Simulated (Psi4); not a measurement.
# One shape, several levels: doublet [NH4]2+

Aim: a comparison of 3 runs (UHF/STO-3G, UHF/3-21G, UB3LYP/6-31G*) of doublet [NH4]2+. 

The results are computed with Psi4 1.11.

4 further runs of the same task are left out: 3 that didn't finish, 1 set aside as unsound or not needed.

**1. The structure to begin with**

[NH4]2+: 5 atoms, total charge +2, spin state doublet. As SMILES of the parent species, `[NH4+]`. The shape is that of a PBE0-D4/def2-TZVP optimisation. That shape belongs to the parent species and isn't relaxed for this state.

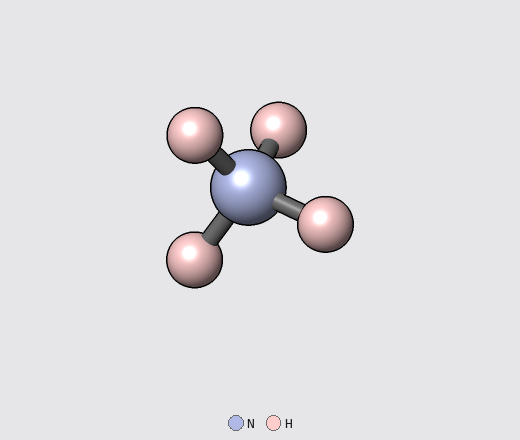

The structure, seen from a chosen angle (nitrogen light blue, hydrogen pink).

**2. Energy and gradient at UHF/STO-3G (run 1)**

The input, job.in:

```
memory 2200 MB

molecule mol {
  2 2
  N      0.00001890     0.00001890     0.00000000
  H      0.85666954    -0.84633274     1.51368952
  H     -1.83762638     0.40852099     0.44448248
  H      0.04524004    -1.19706591    -1.51867840
  H      0.93571679     1.63485876    -0.43951250
  units bohr
  symmetry c1
  no_reorient
  no_com
}

set reference uhf
set puream true
set e_convergence 1e-09
set d_convergence 1e-08
set scf_type pk
set maxiter 100

e_tot, wfn = gradient("hf/STO-3G", return_wfn=True)
print_variables()
```

Command:

```sh
$ psi4 -i job.in -o job.out -n 1
```

job.out:

```text
[...]
  Running in c1 symmetry.
[...]
  Nuclear repulsion =   16.375270093603586
[...]
  Multiplicity = 2
[...]
  Nalpha       = 5
  Nbeta        = 4
[...]
    Number of basis functions: 9
[...]
   @UHF iter   1:   -54.79221550980706    3.51167e-01   4.93778e-02 ADIIS/DIIS
[...]
   @UHF iter  29:   -54.90616098563009   -1.56319e-13   2.15564e-09 DIIS
[...]
   @S^2 Observed:                7.543228373E-01
[...]
    Orbital Energies [Eh]
    ---------------------
    Alpha Occupied:
       1A    -16.378348     2A     -2.058034     3A     -1.545769
       4A     -1.472693     5A     -1.459496
    Alpha Virtual:
       6A     -0.208753     7A     -0.199854     8A     -0.120559
       9A     -0.107921
    Beta Occupied:
       1A    -16.364098     2A     -1.928504     3A     -1.434336
       4A     -1.432846
[...]
  @UHF Final Energy:   -54.90616098563009
   => Energetics <=
    Nuclear Repulsion Energy =             16.3752700936035858
    One-Electron Energy =                 -98.4887388532931993
    Two-Electron Energy =                  27.2073077740595117
    Total Energy =                        -54.9061609856300947
  UHF NO Occupations:
  HONO-2 :    3  A 1.9993524
  HONO-1 :    4  A 1.9988420
[...]
  -Total Gradient:
     Atom            X                  Y                   Z
    ------   -----------------  -----------------  -----------------
       1        0.080904922732    -0.183060994916    -0.000109809985
       2       -0.087870054925     0.123418494582    -0.104575942666
       3        0.074901203528    -0.019416394887    -0.017889791552
       4       -0.031808188127     0.147563831185     0.105016064432
       5       -0.036127883209    -0.068504935963     0.017559479771
[...]
```

It took 4.8 s on 1 thread of Intel Xeon at 2.50GHz (Skylake/Cascade Lake), shared host; peak memory 0.18 GiB.

**3. Energy and gradient at UHF/3-21G (run 2)**

The input, h4n.json:

```json
{
 "schema_name": "qcschema_input",
 "schema_version": 1,
 "molecule": {
  "schema_name": "qcschema_molecule",
  "schema_version": 2,
  "symbols": ["N", "H", "H", "H", "H"],
  "geometry": [1.89e-05, 1.89e-05, 0.0, 0.85666954, -0.84633274, 1.51368952, -1.83762638, 0.40852099, 0.44448248, 0.04524004, -1.19706591, -1.5186784, 0.93571679, 1.63485876, -0.4395125],
  "molecular_charge": 2,
  "molecular_multiplicity": 2,
  "fix_symmetry": "c1"
 },
 "driver": "gradient",
 "model": {
  "method": "hf",
  "basis": "3-21G"
 },
 "keywords": {
  "reference": "uhf",
  "puream": true,
  "e_convergence": 1e-09,
  "d_convergence": 1e-08,
  "scf_type": "pk",
  "maxiter": 100,
  "scf_properties": ["QUADRUPOLE", "LOWDIN_CHARGES", "MULLIKEN_CHARGES"]
 }
}
```

Command:

```sh
$ psi4 --qcschema h4n.json -n 1 --memory 2200MB
```

stdout:

```text
[...]
  Running in c1 symmetry.
[...]
  Nuclear repulsion =   16.375270093603586
[...]
  Multiplicity = 2
[...]
  Nalpha       = 5
  Nbeta        = 4
[...]
    Number of basis functions: 17
[...]
   @UHF iter   1:   -55.20503314735379    1.02261e+00   2.24196e-02 DIIS/ADIIS
[...]
   @UHF iter  25:   -55.28793453986098   -3.54561e-12   9.08432e-09 DIIS
[...]
   @S^2 Observed:                7.552259799E-01
[...]
    Orbital Energies [Eh]
    ---------------------
    Alpha Occupied:
       1A    -16.361474     2A     -2.045267     3A     -1.537299
       4A     -1.461075     5A     -1.442165
    Alpha Virtual:
       6A     -0.374254     7A     -0.327088     8A     -0.284552
       9A     -0.268437    10A      0.379359    11A      0.414716
      12A      0.461775    13A      0.613608    14A      0.714838
      15A      0.765093    16A      0.768107    17A      1.914280
    Beta Occupied:
[...]
  @UHF Final Energy:   -55.28793453986098
   => Energetics <=
    Nuclear Repulsion Energy =             16.3752700936035858
    One-Electron Energy =                 -99.3872075017391694
    Two-Electron Energy =                  27.7240028682746029
    Total Energy =                        -55.2879345398609772
  UHF NO Occupations:
  HONO-2 :    3  A 1.9994448
  HONO-1 :    4  A 1.9982698
[...]
  -Total Gradient:
     Atom            X                  Y                   Z
    ------   -----------------  -----------------  -----------------
       1        0.078560636906    -0.177893125905    -0.000307066410
       2       -0.067400126174     0.102561678221    -0.069230915522
       3        0.035213840696    -0.010281143328    -0.008272894111
       4       -0.030241800030     0.118591683700     0.069688908054
       5       -0.016132551398    -0.032979092687     0.008121967989
[...]
```

The result, in JSON:

```text
{
 "driver": "gradient",
 "model": {
  "method": "hf",
  "basis": "3-21G"
 },
 "success": true,
 "return_result": [0.07856063690599766, -0.17789312590546166, -0.0003070664098194296, -0.06740012617375896, 0.10256167822098357, -0.06923091552248706, 0.03521384069559036, -0.010281143328235362, -0.008272894110895948, -0.030241800029977825, 0.11859168369966028, 0.06968890805375161, -0.01613255139785888, -0.03297909268694632, 0.008121967989437082],
 "properties": {
  "calcinfo_nbasis": 17,
  "calcinfo_nmo": 17,
  "calcinfo_nalpha": 5,
  "calcinfo_nbeta": 4,
  "calcinfo_natom": 5,
  "nuclear_repulsion_energy": 16.375270093603586,
  "return_energy": -55.28793453986098,
  "return_gradient": [0.07856063690599766, -0.17789312590546166, -0.0003070664098194296, -0.06740012617375896, 0.10256167822098357, -0.06923091552248706, 0.03521384069559036, -0.010281143328235362, -0.008272894110895948, -0.030241800029977825, 0.11859168369966028, 0.06968890805375161, -0.01613255139785888, -0.03297909268694632, 0.008121967989437082],
  "scf_one_electron_energy": -99.38720750173917,
  "scf_two_electron_energy": 27.724002868274603,
  "scf_dipole_moment": [0.08729280578931435, -0.19777772657348736, -0.00035305064730939417],
  "scf_total_energy": -55.28793453986098,
  "scf_total_gradient": [0.07856063690599766, -0.17789312590546166, -0.0003070664098194296, -0.06740012617375896, 0.10256167822098357, -0.06923091552248706, 0.03521384069559036, -0.010281143328235362, -0.008272894110895948, -0.030241800029977825, 0.11859168369966028, 0.06968890805375161, -0.01613255139785888, -0.03297909268694632, 0.008121967989437082],
  "scf_iterations": 25
 }
}
```

It took 3.9 s on 1 thread of Intel Xeon at 2.50GHz (Skylake/Cascade Lake), shared host; peak memory 0.18 GiB.

**4. A single-point energy at UB3LYP/6-31G(d) (Cartesian functions) (run 3)**

The input, calc.py:

```python
import psi4

psi4.set_memory(2200000000)
psi4.set_num_threads(1)
psi4.core.set_output_file('psi4.out', False)

molecule = psi4.geometry("""
2 2
N      0.000010     0.000010     0.000000
H      0.453330    -0.447860     0.801010
H     -0.972430     0.216180     0.235210
H      0.023940    -0.633460    -0.803650
H      0.495160     0.865130    -0.232580
symmetry c1
no_reorient
no_com
""")

psi4.set_options({
    'reference': 'uks',
    'puream': False,
    'e_convergence': 1e-09,
    'd_convergence': 1e-08,
    'scf_type': 'pk',
    'dft_radial_points': 99,
    'dft_spherical_points': 590,
    'maxiter': 100,
})

E, wfn = psi4.energy("b3lyp/6-31G*", molecule=molecule, return_wfn=True)
psi4.oeprop(wfn, "LOWDIN_CHARGES", "DIPOLE", "WIBERG_LOWDIN_INDICES")
print(f'b3lyp/6-31G* energy: {E:.10f} Eh')
for k, v in sorted(psi4.core.scalar_variables().items()):
    print(f'{k:45s} {v:18.10f}')
```

Command:

```sh
$ python calc.py
```

psi4.out:

```text
[...]
  Running in c1 symmetry.
[...]
  Nuclear repulsion =   16.375270078084789
[...]
  Multiplicity = 2
[...]
  Nalpha       = 5
  Nbeta        = 4
[...]
    Number of basis functions: 23
[...]
   @UKS iter   1:   -55.89825969586383    1.04983e+00   6.81541e-03 DIIS/ADIIS
[...]
   @UKS iter  32:   -55.91057957050466   -1.56319e-13   3.19519e-09 DIIS
[...]
   @S^2 Observed:                7.526747985E-01
[...]
  @UKS Final Energy:   -55.91057957050466
   => Energetics <=
    Nuclear Repulsion Energy =             16.3752700780847888
    One-Electron Energy =                 -99.9325345719588825
    Two-Electron Energy =                  33.9010376084119827
    DFT Exchange-Correlation Energy =      -6.2543526850425417
    Empirical Dispersion Energy =           0.0000000000000000
    VV10 Nonlocal Energy =                  0.0000000000000000
    Total Energy =                        -55.9105795705046589
[...]
 Multipole Moments:
 ------------------------------------------------------------------------------------
     Multipole            Electronic (a.u.)      Nuclear  (a.u.)        Total (a.u.)
 ------------------------------------------------------------------------------------
 L = 1.  Multiply by 2.5417464519 to convert [e a0] to [Debye]
 Dipole X            :          0.0886111            0.0001323            0.0887433
 Dipole Y            :         -0.2022569            0.0001134           -0.2021435
 Dipole Z            :         -0.0019925           -0.0000189           -0.0020114
 Magnitude           :                                                    0.2207746
[...]
```

The script printed:

```text
b3lyp/6-31G* energy: -55.9105795705 Eh
CURRENT ENERGY                                    -55.9105795705
CURRENT REFERENCE ENERGY                          -55.9105795705
DD SOLVATION ENERGY                                 0.0000000000
DFT FUNCTIONAL TOTAL ENERGY                       -55.9105795705
DFT TOTAL ENERGY                                  -55.9105795705
DFT VV10 ENERGY                                     0.0000000000
DFT XC ENERGY                                      -6.2543526850
GRID ELECTRONS ALPHA                                5.0000000384
GRID ELECTRONS BETA                                 4.0000000349
GRID ELECTRONS TOTAL                                9.0000000734
NUCLEAR REPULSION ENERGY                           16.3752700781
ONE-ELECTRON ENERGY                               -99.9325345720
PCM POLARIZATION ENERGY                             0.0000000000
PE ENERGY                                           0.0000000000
SCF ITERATION ENERGY                              -55.9105795705
SCF ITERATIONS                                     32.0000000000
SCF TOTAL ENERGY                                  -55.9105795705
TWO-ELECTRON ENERGY                                33.9010376084
XC GRID RADIAL POINTS                              99.0000000000
XC GRID SPHERICAL POINTS                          590.0000000000
XC GRID TOTAL POINTS                           280166.0000000000
```

Wall time 41 s (1 thread of Intel Xeon at 2.50GHz (Skylake/Cascade Lake), shared host); peak memory 0.41 GiB.

**5. The series**

| run | level | task | Cartesian functions | energy (Eh) | HOMO energy (eV) | LUMO energy (eV) | ⟨S²⟩ | wall time |
| --- | --- | --- | --- | --- | --- | --- | --- | --- |
| 1 | UHF/STO-3G | gradient | no | -54.906161 | -38.99 | -25.00 | 0.754 | 4.8 s |
| 2 | UHF/3-21G | gradient | no | -55.287935 | -38.55 | -24.41 | 0.755 | 3.9 s |
| 3 | UB3LYP/6-31G* (Cartesian functions) | energy | yes | -55.910580 | -33.78 | -30.88 | 0.753 | 41 s |

**6. What came out**

| quantity | value |
| --- | --- |
| run 3: total energy | -55.91058 Eh |
| run 3: HOMO energy (highest over α and β) | -33.78 eV |
| run 3: LUMO energy (lowest over α and β) | -30.88 eV |
| run 3: ⟨S²⟩ | 0.753 |

**Reading.** In run 1 the basis is minimal, so the values are rough. All runs together took 50 s, the longest 41 s.
